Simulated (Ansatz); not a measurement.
**SnH4 (SMILES [SnH4]) at 6 levels**

We compute a comparison of 6 runs (HF/STO-3G, CAM-B3LYP/STO-3G, r2SCAN/STO-3G, MP2/STO-3G, UMP2/STO-3G, CCSDTQ/STO-3G) of SnH4. 

The calculation is run with Ansatz 0.2.0.

32 further runs of the same task are left out: 3 that didn't finish, 29 set aside as unsound or not needed.

**1. Starting point**

SnH4 has 5 atoms, charge 0, and is taken as a singlet. SMILES: `[SnH4]`. The H4–Sn1 distance was set to 3.407 Å, away from the relaxed value. At this shape a bond of the SMILES string is far longer than usual.

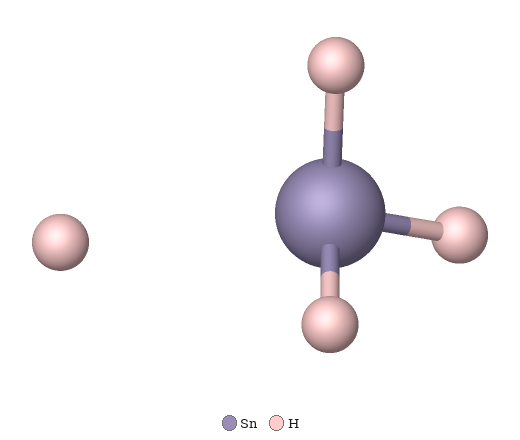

The structure, seen from a chosen angle (tin purple, hydrogen pink).

**2. The energy at HF/STO-3G (run 1)**

File in.yaml:

```yaml
crystal:
  periodic: [false, false, false]
  atoms:
    - {symbol: Sn, position_ang: [0.116867, 0.974603, 1.392531]}
    - {symbol: H, position_ang: [0.940757, 0.121113, 2.615431]}
    - {symbol: H, position_ang: [-1.446773, 1.378013, 1.935631]}
    - {symbol: H, position_ang: [-0.116810, -0.974610, -1.392490]}
    - {symbol: H, position_ang: [0.973307, 2.399233, 1.018851]}
basis:
  gaussian:
    orbitals: STO-3G
magnetization:
  spin_polarized: false
accuracy: high
hamiltonian:
  xc: hf
```

Started as:

```bash
ansatz run in.yaml --threads 1 --pin off --max-ram 3480MiB --events-out events.jsonl --progress --plain --runs-dir runs
```

What it wrote:

```text
Warning: RAYON_NUM_THREADS=1 ignored (pool sized by the plan → 1); use --threads N
Functional definition: HF
  name "HF"
  exchange = exact_x
  correlation = 0
539 factors; integrals over basis functions are off by at most 4.9e-9 eV
mean field evaluation 1: about -162321.2836 eV, gradient 1.2e1 eV
mean field evaluation 2: about -162321.2641 eV, gradient 1.2e1 eV
mean field evaluation 4: about -162324.6154 eV, gradient 2.2e0 eV
mean field evaluation 8: about -162324.6550 eV, gradient 1.1e-4 eV
mean field -162324.65496448 eV, -5965.3210423416 hartree, gradient 4.7e-9 eV, S^2 0.000000; 0 other end points of the search recorded, 0 dependent functions left out
reference -162324.65496448 eV, -5965.3210423416 hartree; 27, 27 occupied and 4, 4 virtual orbitals, 539 factors
Total energy: -162324.65496448 eV, -5965.3210423416 hartree
```

Wall time 0.36 s (1 thread of Arm Neoverse V2, shared host).

**3. A single-point energy at CAM-B3LYP/STO-3G (run 2)**

File input.yaml:

```yaml
crystal:
  periodic: [false, false, false]
  atoms:
    - {symbol: Sn, position_ang: [0.116867, 0.974603, 1.392531]}
    - {symbol: H, position_ang: [0.940757, 0.121113, 2.615431]}
    - {symbol: H, position_ang: [-1.446773, 1.378013, 1.935631]}
    - {symbol: H, position_ang: [-0.116810, -0.974610, -1.392490]}
    - {symbol: H, position_ang: [0.973307, 2.399233, 1.018851]}
basis:
  gaussian:
    orbitals: STO-3G
hamiltonian:
  xc: {name: CAM-B3LYP}
accuracy: high
```

Started as:

```bash
ansatz run input.yaml --threads 1 --pin off --max-ram 3480MiB --events-out events.jsonl --progress --plain --runs-dir runs
```

What it wrote:

```text
Warning: RAYON_NUM_THREADS=1 ignored (pool sized by the plan → 1); use --threads N
Functional definition: CAM-B3LYP
  name "CAM-B3LYP"
  parameter alpha = 0.19
  parameter beta = 0.46
  parameter omega = 0.33/bohr
  parameter ac = 0.81
  exchange = (1 - alpha - beta)*b88_x + beta*b88_x_sr(omega) + alpha*exact_x + beta*exact_x_lr(omega)
  correlation = (1 - ac)*vwn5_c + ac*lyp_c
539 factors; integrals over basis functions are off by at most 4.9e-9 eV
130 factors; integrals over basis functions are off by at most 5.4e-10 eV
mean field evaluation 1: about -162383.1879 eV, gradient 1.6e1 eV
mean field evaluation 2: about -162378.9671 eV, gradient 1.5e1 eV
mean field evaluation 4: about -162387.3252 eV, gradient 1.0e1 eV
mean field evaluation 8: about -162388.2660 eV, gradient 1.2e-1 eV
mean field evaluation 16: about -162388.1919 eV, gradient 5.0e-6 eV
mean field -162388.19192193 eV, -5967.6559824612 hartree, gradient 5.8e-9 eV, S^2 0.000000; 0 other end points of the search recorded, 0 dependent functions left out
reference -162388.19193598 eV, -5967.6559829775 hartree; 27, 27 occupied and 4, 4 virtual orbitals, 539 factors
Total energy: -162388.19193598 eV, -5967.6559829775 hartree
```

Run time: 1.4 s. Hardware: 1 thread of Arm Neoverse V2, shared host; peak memory 0.1 GiB.

Runs 3 to 5 aren't shown in full; the table further down has their settings and results.

**4. A single-point energy at CCSDTQ/STO-3G (run 6)**

File job.yaml:

```yaml
crystal:
  periodic: [false, false, false]
  atoms:
    - {symbol: Sn, position_ang: [0.116867, 0.974603, 1.392531]}
    - {symbol: H, position_ang: [0.940757, 0.121113, 2.615431]}
    - {symbol: H, position_ang: [-1.446773, 1.378013, 1.935631]}
    - {symbol: H, position_ang: [-0.116810, -0.974610, -1.392490]}
    - {symbol: H, position_ang: [0.973307, 2.399233, 1.018851]}
basis:
  gaussian: {orbitals: STO-3G}
scf: {omitted_lower_state_checks: [cluster_reference, increment]}
correlation: {method: ccsdtq, frozen_orbitals: {H: 0, Sn: 18}}
accuracy: high
```

Started as:

```bash
ansatz run job.yaml --threads 1 --pin off --max-ram 3480MiB --events-out events.jsonl --progress --plain --runs-dir runs
```

What it wrote, cut to the lines that bear on the results:

```text
Warning: RAYON_NUM_THREADS=1 ignored (pool sized by the plan → 1); use --threads N
[... 2 set-up lines as earlier in the session ...]
[...]
539 factors; integrals over basis functions are off by at most 4.9e-9 eV
[...]
mean field -162324.65496448 eV, -5965.3210423416 hartree, gradient 4.7e-9 eV, S^2 0.000000; 1 other end points of the search recorded, 0 dependent functions left out; unrestricted orbitals would lower it
18 core orbitals not correlated: weight in the atoms' cores, before any rotation towards them, 1.000 or more for the frozen orbitals, at most 0.000 for the correlated occupied ones
reference -162324.65496448 eV, -5965.3210423416 hartree; 9, 9 occupied and 4, 4 virtual orbitals, 539 factors
second order -3.01988189 eV of doubles, -0.00000000 eV of singles
cycle   1  -2.66284781 eV  change    -1.1e0 eV  update   1.5e-1
[...]
cycle  25  -5.31144958 eV  change   -1.4e-9 eV  update  2.2e-10
WARN: these amplitudes may be one of several solutions (largest doubles amplitude 0.75, level shift 8.97 eV)
Total energy: -162329.96641405 eV, -5965.5162345133 hartree
Checks for a lower state left out: cluster_reference, increment
```

Run time: 5.7 s. Hardware: 1 thread of Arm Neoverse V2, shared host; peak memory 0.15 GiB.

**5. The series**

```tsv
run	level	frozen core orbitals	energy (Eh)	wall time
1	HF/STO-3G	–	-5965.321042	0.36 s
2	CAM-B3LYP/STO-3G	–	-5967.655983	1.4 s
3	r2SCAN/STO-3G	–	-5967.678142	2.9 s
4	MP2/STO-3G	18	-5965.432021	0.54 s
5	UMP2/STO-3G	18	-5965.492964	0.73 s
6	CCSDTQ/STO-3G	18	-5965.516235	5.7 s
```

**6. Results**

```
                                           quantity           value
                                run 6: total energy  -5965.51623 Eh
run 6: correlation energy (18 core orbitals frozen)      -195.2 mEh
                               run 6: T1 diagnostic           0.030
```

In words: Below the HF energy at the same shape and in the same basis (STO-3G): MP2 -111.0 mEh; UMP2 -171.9 mEh; CCSDTQ -195.2 mEh. Some of these start from another determinant than that one, so these aren't their correlation energies. Totals of different functionals can't be ranked against each other. In runs 4, 6 the log says that unrestricted orbitals would lower the reference, so the values rest on an unstable closed-shell determinant (other closed-shell runs at this shape may share the fault). In runs 1, 2, 3, 4, 5, 6 the basis is minimal, so the values are rough. In runs 1, 2, 3, 4 a closed-shell determinant meets a far-stretched bond, which it describes badly. In runs 1, 2, 3, 4, 5, 6 relativity is left out where basis or elements ask for it. Spin contamination of the reference: run 5 ⟨S²⟩ = 0.98. Where it is this large, the reference is a mixture of spin states, and values that rest on it are in doubt. All runs together took 12 s, the longest 5.7 s.
